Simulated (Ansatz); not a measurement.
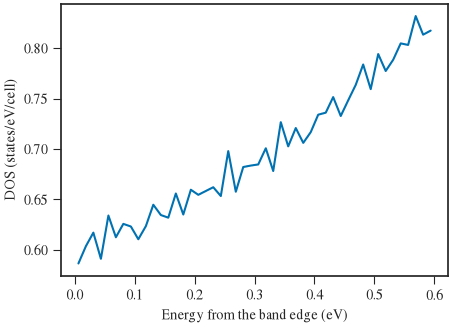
Figure: Density of states of monolayer SnSe2 above the conduction band minimum, HSE06, rigid bands (Ansatz, a program for electronic structure); cell area 12.96 Å².

Q: What effective density of states at 300 K does this give (∫ g(E) exp(−E/k_BT) dE, both spins, divided by the cell's size)?

A: 1.2e13 cm⁻².

Spin-orbit coupling is left out. Geometry: cell and atoms relaxed with PBE.

Model free-standing layer, not matched to a measured one here: monolayer SnSe2.
